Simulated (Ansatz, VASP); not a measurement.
## Cross-check of InP between VASP and Ansatz

One calculation is typed for both programs; each brings its own data sets and cutoff. How far apart do they land? The cell comes out of the VASP series on this material, whose earlier steps may have relaxed, scaled or displaced it; both programs get it as it stands.

Program: Ansatz 0.2.0. Level of theory: plane waves, with VASP 6.6.1 beside it; elastic constants at PBE with D3(BJ) and band structure at HSE06. Results are calculated unless marked as measured.

## Step 1: The starting structure

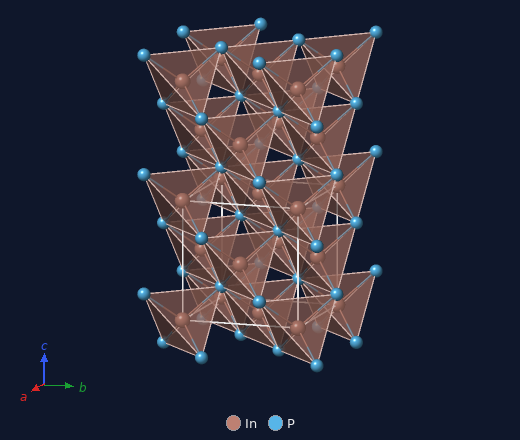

Start, viewed slightly off an axis; indium pink, phosphorus blue. 1×1×2 cells are drawn. This picture shows the conventional cell, with its axes. Some periodic images of atoms are drawn too.

## Step 2: Ansatz: elastic constants, PBE with D3(BJ)

Ansatz runs on its default PAW (the set named soft_2) files.

Elastic constants are differences of stresses under small strains, so they test the stress and the mesh.

Contents of input.yaml:

```yaml
crystal:
  lattice:
    - [0.0, 2.9457387471, 2.9457387471]
    - [2.9457387471, 0.0, 2.9457387471]
    - [2.9457387471, 2.9457387471, 0.0]
  atoms:
    - { symbol: In, position: [0.0, 0.0, 0.0] }
    - { symbol: P, position: [0.25, 0.25, 0.25] }
hamiltonian:
  xc: pbe
  pseudopotentials: { kind: paw }
  dispersion: d3bj
kpoints:
  mp_grid: { grid: [7, 7, 7] }
scf:
  occupations: { method: gaussian, width: 0.05 }
elastic:
  mode: relaxed_ion
  stencil: two_point
output:
  forces: true
  stress: true
```

Command:

```
$ ansatz run input.yaml --threads 4 --pin off --max-ram 9216MiB --backend cpu --events-out ev --progress --plain --runs-dir out
```

Numbers of over 12 decimals in the logs are rounded to 6 here.

The log of the run:

```text
Engine: ansatz 0.2.0, aarch64-unknown-linux-gnu
Pseudopotentials: kind: paw
Pseudopotential: In, paw, valence charge 13, recommended cutoff 420 eV (normal), In.paw.azcp
Pseudopotential: P, paw, valence charge 5, recommended cutoff 420 eV (normal), P.paw.azcp
Functional definition: PBE
  parameter kappa = 0.804
  parameter beta = 0.066725
  exchange = pbe_x(kappa = kappa, mu = beta*pi^2/3)
  correlation = pbe_c(beta = beta)
Crystal: 2 atoms, lattice volume = 51.123 Å³
Basis set: ecut = 420 eV, 965 PW (Γ), exchange–correlation on 60×60×60 points (8 copies of the dense FFT grid, shifted against one another)
Bands: 13, of which v1, the nominal top of the filled ones, is band 9 counted from 1 (8 counted from 0)
Symmetry: 24 space group operations
Space group: F-43m (ITA 216), of the structure as read, at distance tolerance 3.7e-5 Å
k-points: 20 of 343 (time reversal used)
Non-local potential: In, projectors of the file, l = 0: 2, l = 1: 2, l = 2: 2, l = 3: 2
Non-local potential: P, projectors of the file, l = 0: 2, l = 1: 2, l = 2: 2
PAW form: soft (Blöchl's): semilocal exchange-correlation on the pseudo side does not see the compensation charge
PAW one-centre angular grid: In, 590 points (default); XC on 64 Gauss nodes
PAW one-centre angular grid: P, 110 points (default); XC on 64 Gauss nodes
Initial density: superposition of atomic densities (neutral atoms: chi_scale 0, normalization atom), corrected by the library's trained network
Initial wavefunctions: pseudopotential atomic-orbital guess
Functional: x = pbe(κ = 0.804, μ = 0.219515), c = pbe(β = 0.066725)
SCF iter   1: F=—  HF=-6354.610634 eV  |F-HF|=—  |Δ(HF+E_count)|=         —  Δρ=1.87e-3  dr2=3.84e-3  ethr=1.77e-3  ⟨swp⟩=6.2  Hψ=1728  notcnv=0
preconditioner: auto → none  [insulator: Δε(μ)=0.616 eV  Ē_g=14.680 eV  σ=0.050 eV  W_gap=1.00  n_scr=14 (ndim 8)  ℏωp=22.0 eV  f_vac=0.022  D(μ)=0.00/eV (n_scr^D=0)  ε∞_Penn≈3.3]
SCF iter   2: F=—  HF=-6354.608620 eV  |F-HF|=—  |Δ(HF+E_count)|=   2.01e-3  Δρ=1.15e-3  dr2=6.80e-4  ethr=2.13e-5  ⟨swp⟩=2.0  Hψ=644  notcnv=0
SCF iter   3: F=—  HF=-6354.608435 eV  |F-HF|=—  |Δ(HF+E_count)|=   1.85e-4  Δρ=3.48e-4  dr2=6.28e-5  ethr=3.78e-6  ⟨swp⟩=2.0  Hψ=436  notcnv=0
SCF iter   4: F=—  HF=-6354.608480 eV  |F-HF|=—  |Δ(HF+E_count)|=   4.48e-5  Δρ=1.15e-4  dr2=5.20e-6  ethr=3.49e-7  ⟨swp⟩=2.0  Hψ=447  notcnv=0
SCF iter   5: F=—  HF=-6354.608481 eV  |F-HF|=—  |Δ(HF+E_count)|=   1.39e-6  Δρ=6.45e-5  dr2=1.98e-6  ethr=2.89e-8  ⟨swp⟩=2.0  Hψ=449  notcnv=0
SCF iter   6: F=—  HF=-6354.608482 eV  |F-HF|=—  |Δ(HF+E_count)|=   1.15e-6  Δρ=1.01e-5  dr2=4.38e-8  ethr=1.10e-8  ⟨swp⟩=2.0  Hψ=449  notcnv=0
SCF iter   7: F=—  HF=-6354.608482 eV  |F-HF|=—  |Δ(HF+E_count)|=   6.78e-9  Δρ=1.35e-6  dr2=9.97e-10  ethr=2.43e-10  ⟨swp⟩=2.0  Hψ=448  notcnv=0
SCF iter   8: F=—  HF=-6354.608482 eV  |F-HF|=—  |Δ(HF+E_count)|=  3.67e-10  Δρ=3.32e-7  dr2=4.25e-11  ethr=5.54e-12  ⟨swp⟩=2.0  Hψ=450  notcnv=0
SCF iter   9: F=—  HF=-6354.608482 eV  |F-HF|=—  |Δ(HF+E_count)|=  2.00e-11  Δρ=9.42e-8  dr2=3.02e-12  ethr=2.36e-13 (applied; sched 1.00e-12)  ⟨swp⟩=2.0  Hψ=455  notcnv=0
SCF iter  10: F=-6354.608482 eV  HF=-6354.608482 eV  |F-HF|=9.09e-13  |Δ(HF+E_count)|=  1.82e-12  Δρ=8.07e-9  dr2=3.41e-14  ethr=1.00e-12  ⟨swp⟩=4.3  Hψ=1263  notcnv=0
SCF 1 converged in 10 iterations: F = -6354.608482 eV  dr2 = 3.41e-14
  greatest PAW one-centre occupation: 0.981 electrons in one spin orbital (limit 2), on the In atom at site 0 (counted from 0), in its partial waves of l = 2
Crystal: 2 atoms, lattice volume = 51.020 Å³
Symmetry: 8 space group operations
k-points: 40 of 343 (time reversal used)
Initial density: handed on by an earlier stage of this run
Initial wavefunctions: those handed on with the density
iter 1 solved again at ethr=7.76e-8 eV; its pass at ethr=3.10e-3 eV (dr2=1.40e-5 eV) is discarded
SCF iter   1: F=—  HF=-6354.608385 eV  |F-HF|=—  |Δ(HF+E_count)|=         —  Δρ=1.16e-4  dr2=1.08e-5  ethr=7.76e-8  ⟨swp⟩=3.2  Hψ=3787  notcnv=0
preconditioner: auto → none  [insulator: Δε(μ)=0.636 eV  Ē_g=14.674 eV  σ=0.050 eV  W_gap=1.00  n_scr=14 (ndim 8)  ℏωp=22.1 eV  f_vac=0.015  D(μ)=0.00/eV (n_scr^D=0)  ε∞_Penn≈3.3]
SCF iter   2: F=—  HF=-6354.608385 eV  |F-HF|=—  |Δ(HF+E_count)|=   4.68e-7  Δρ=4.84e-5  dr2=1.13e-6  ethr=5.98e-8  ⟨swp⟩=2.0  Hψ=703  notcnv=0
SCF iter   3: F=—  HF=-6354.608382 eV  |F-HF|=—  |Δ(HF+E_count)|=   3.43e-6  Δρ=2.15e-5  dr2=2.08e-7  ethr=6.25e-9  ⟨swp⟩=2.8  Hψ=919  notcnv=0
SCF iter   4: F=—  HF=-6354.608382 eV  |F-HF|=—  |Δ(HF+E_count)|=   7.84e-8  Δρ=4.64e-6  dr2=8.17e-9  ethr=1.16e-9  ⟨swp⟩=2.7  Hψ=833  notcnv=0
SCF iter   5: F=—  HF=-6354.608382 eV  |F-HF|=—  |Δ(HF+E_count)|=   3.88e-9  Δρ=8.12e-7  dr2=2.28e-10  ethr=4.54e-11  ⟨swp⟩=2.0  Hψ=893  notcnv=0
SCF iter   6: F=—  HF=-6354.608382 eV  |F-HF|=—  |Δ(HF+E_count)|=  3.46e-10  Δρ=1.09e-7  dr2=4.36e-12  ethr=1.26e-12  ⟨swp⟩=2.1  Hψ=718  notcnv=0
SCF iter   7: F=-6354.608382 eV  HF=-6354.608382 eV  |F-HF|=1.82e-12  |Δ(HF+E_count)|=  9.09e-12  Δρ=9.74e-9  dr2=3.68e-14  ethr=1.00e-12  ⟨swp⟩=4.1  Hψ=2254  notcnv=0
SCF 2 converged in 7 iterations: F = -6354.608382 eV  dr2 = 3.68e-14
Crystal: 2 atoms, lattice volume = 51.225 Å³
[...]
SCF 4 converged in 9 iterations: F = -6354.608435 eV  dr2 = 1.94e-14
relax step   1: F+E_penalty+E_count = -6354.60843515 eV  Δ(F+E_penalty+E_count) = +0.000e0 eV  max|allowed force component| = 1.633e-2 eV/Å  Δτ_max = 0.0000 Å  (9 SCF iters, accepted)
[...]
relax step   2: F+E_penalty+E_count = -6354.60845193 eV  Δ(F+E_penalty+E_count) = -1.678e-5 eV  max|allowed force component| = 1.046e-3 eV/Å  Δτ_max = 0.0011 Å  (7 SCF iters, accepted)
[...]
relax step   3: F+E_penalty+E_count = -6354.60845200 eV  Δ(F+E_penalty+E_count) = -6.909e-8 eV  max|allowed force component| = 5.085e-8 eV/Å  Δτ_max = 0.0001 Å  (6 SCF iters, accepted)
[...]
relax step   1: F+E_penalty+E_count = -6354.60843515 eV  Δ(F+E_penalty+E_count) = +0.000e0 eV  max|allowed force component| = 1.633e-2 eV/Å  Δτ_max = 0.0000 Å  (9 SCF iters, accepted)
[...]
relax step   2: F+E_penalty+E_count = -6354.60845200 eV  Δ(F+E_penalty+E_count) = -1.685e-5 eV  max|allowed force component| = 7.921e-7 eV/Å  Δτ_max = 0.0010 Å  (7 SCF iters, accepted)
iter 1 solved again at ethr=1.00e-12 eV; its pass at ethr=3.10e-3 eV (dr2=6.24e-13 eV) is discarded
SCF iter   1: F=—  HF=-6354.608451 eV  |F-HF|=—  |Δ(HF+E_count)|=         —  Δρ=4.79e-8  dr2=8.94e-13  ethr=1.00e-12  ⟨swp⟩=3.3  Hψ=5855  notcnv=0
SCF iter   2: F=—  HF=-6354.608452 eV  |F-HF|=—  |Δ(HF+E_count)|=   1.26e-6  Δρ=3.35e-8  dr2=7.60e-13  ethr=4.96e-15 (applied; sched 1.00e-12)  ⟨swp⟩=3.0  Hψ=1797  notcnv=0
SCF iter   3: F=—  HF=-6354.608452 eV  |F-HF|=—  |Δ(HF+E_count)|=  9.09e-13  Δρ=1.73e-8  dr2=1.34e-13  ethr=4.22e-15 (applied; sched 1.00e-12)  ⟨swp⟩=2.0  Hψ=1038  notcnv=0
SCF iter   4: F=-6354.608452 eV  HF=-6354.608452 eV  |F-HF|=9.09e-13  |Δ(HF+E_count)|=  2.73e-12  Δρ=1.09e-8  dr2=3.96e-14  ethr=1.00e-12  ⟨swp⟩=4.2  Hψ=2369  notcnv=0
SCF 10 converged in 4 iterations: F = -6354.608452 eV  dr2 = 3.96e-14
SCF converged after 10 iterations
Free energy (F): -6354.608482 eV
Harris-Foulkes:  -6354.608482 eV  (|F-HF|=9.09e-13)
Internal energy: -6354.608482 eV  (E = F + TS)
E sigma→0 (E₀):  -6354.608482 eV
Fermi energy:    7.119088 eV
--- Per-component energies (eV) ---
  E_band       = -54.947191
  E_kinetic    = 313.296218
  E_local      = -1407.654963  (includes V_loc(G=0)·N_el)
  E_nonlocal   = 401.430755
  E_hartree    = 555.016060
  E_xc         = -276.478623
  E_vxc        = -159.707845  (∫ρ·V_xc dr)
  E_paw        = -4725.207815  (= ΣΔE_a)
  E_vpaw       = -312.343499  (= ΣTr[D̂ρ^β])
  E_aug_tail   = 0.000029  (compensation charges beyond the density's cutoff)
  E_ewald      = -1214.393380
  E_disp       = -0.616763  (pairwise vdW)
  E_smearing   = -0.000000  (= −TS)
  E_closure    = 0.000000  (closes the sum)
  Σ components = -6354.608482   (vs F -6354.608482, Δ=0.00e0)
--- Forces (eV/Å), atoms counted from 1 ---
  atom   1  In     0.00000000    -0.00000000    -0.00000000
  atom   2  P     -0.00000000     0.00000000    -0.00000000
  max |Σ_I F_I| component: 1.11e-16 eV/Å
--- Stress (GPa, compression-positive) ---
        0.062588       0.000000      -0.000000
       -0.000000       0.062588       0.000000
       -0.000000       0.000000       0.062588
  P = ⅓ Tr σ = 0.0626 GPa (0.626 kbar)
--- Band table (eV; the first three rows and the last of 20) ---
  k-point 0: bands = [... 5 lower, -4.6095, 6.8021, 6.8021, 6.8021, 7.4318, 10.8904, 10.8904, 10.8904]
  k-point 1: bands = [... 5 lower, -4.3833, 4.9912, 6.5733, 6.5733, 8.4789, 11.1177, 11.2295, 11.2295]
  k-point 2: bands = [... 5 lower, -3.7696, 2.8970, 6.1599, 6.1599, 8.5008, 11.6365, 11.6365, 12.4886]
  k-point 19: bands = [... 5 lower, -2.2969, 1.3029, 3.6261, 4.5027, 10.2150, 11.4611, 12.6545, 13.5682]
--- Elastic constants: 2 strain directions × 2 members + reference (group order 24) ---
  dense FFT box of the reference and of every strained cell: 30×30×30
  strains applied: 11, 23; error gains: componentwise 1.00 (the most a stress slope's error grows in a printed constant), spectral 1.73 (1 for all six strains in a standard setting)
  pairwise dispersion correction: d3bj (s6 = 1.0, s8 = 0.7875, a1 = 0.4289, a2_bohr = 4.4407), with the weights of each atom's references fixed at the reference crystal's, and the forces and stress that the weights' published response gives there kept as a pressure on the atom's counted neighbours (hamiltonian.dispersion)
  C = ∂σ_k/∂η_j (tension-positive GPa; Voigt order 11 22 33 23 13 12):
        92.305     52.171     52.171     -0.000      0.000      0.000
        52.171     92.305     52.171     -0.000     -0.000      0.000
        52.171     52.171     92.305     -0.000      0.000     -0.000
        -0.000      0.000      0.000     42.362     -0.000     -0.000
        -0.000     -0.000      0.000     -0.000     42.362     -0.000
         0.000     -0.000     -0.000      0.000     -0.000     42.362
  reference stress σ⁰ (GPa):     -0.063     -0.063     -0.063     -0.000      0.000      0.000
  C* (energy form; C + prestress term) asymmetry max|C*_kj − C*_jk| = 2.132e-14 GPa — a small one proves nothing (zero by symmetry where the batch's group is 432, −43m or m−3m); a large one is finite-difference/SCF noise where every solve meets its electron count
  moduli (Voigt/Reuss/Hill, GPa): K = 65.55/65.55/65.55   G = 33.44/29.33/31.39   E = 81.20   ν = 0.294
  mechanically stable: yes (min eigenvalue of sym C = 40.13 GPa)
  strain η (Voigt 11):  stress-route row diagonal C_11 = 92.31 GPa, energy-path curvature d²(F+E_count+ΔE)/dδ²/Ω₀ = 92.36 GPa
         δ    σ_11 (GPa)             F (eV)   n_scf  n_hpsi   n_pw
    -2.000e-3      -0.2476       -6354.6083821       7   10508   1006   relax 0 steps, max|allowed force component| 1.11e-16 eV/Å
     2.000e-3       0.1216       -6354.6084560       5    8392   1010   relax 0 steps, max|allowed force component| 1.11e-16 eV/Å
  strain η (Voigt 23):  stress-route row diagonal C_44 = 42.36 GPa, energy-path curvature d²(F+E_count+ΔE)/dδ²/Ω₀ = 42.43 GPa
         δ    σ_23 (GPa)             F (eV)   n_scf  n_hpsi   n_pw
    -2.000e-3      -0.0847       -6354.6084520       4   12276   1009   relax 3 steps, max|allowed force component| 5.09e-8 eV/Å
     2.000e-3       0.0847       -6354.6084520       4   11687   1009   relax 2 steps, max|allowed force component| 7.92e-7 eV/Å
```

It took 9.2 s on 4 threads of Arm Neoverse V1, shared host; peak memory 0.4 GiB.

(Continued in part 2 of 3.)

[Lines on the potential files, build, host, timing and source positions are cut from VASP's logs without a mark.]

[Logs are printed without paths, hosts, clocks, repeated set-up lines and the standing remarks that a program may print on its own settings, such as how far it seeks lower states.]

[Hosts, paths, dates, database ids (printed as entryN), source tags and the programs' standing remarks are cut or masked in the printed files.]
